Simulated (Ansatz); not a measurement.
All values below come from PBE (plane waves to 420 eV, PAW; Ansatz, a quantum-chemistry and plane-wave program).

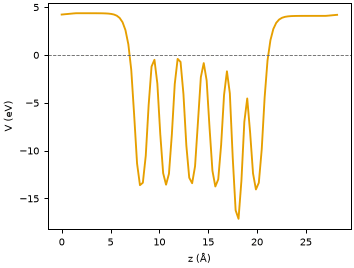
Electrostatic potential energy of an electron, averaged over planes parallel to the surface, in eV from the Fermi level, for a constructed model of the (0001) surface of hcp Hf, a layer of Pt in place of the second plane (bottom of the slab: a bare face, its two planes held)

Slab: 6 atoms, 12.2 Å thick at the start; k 13x13x1, smearing 0.1 eV, dipole-corrected; 2 atoms held, the rest relaxed; symmetry of the start imposed; no spin, no spin-orbit, no U. It is one candidate, not shown to be the stable structure of the face.

The vacuum level lies 4.09 eV above the Fermi level over the top face and 4.36 eV above it under the bottom face.
